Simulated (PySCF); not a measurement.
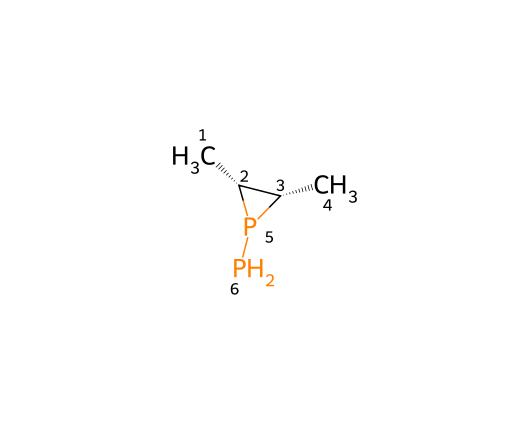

A structural formula, with wedges where it has stereocentres; small numbers name the atoms. The configuration is that of a computed structure (GFN2-xTB).

### What are the Cahn–Ingold–Prelog descriptors?

C2: R; C3: S.
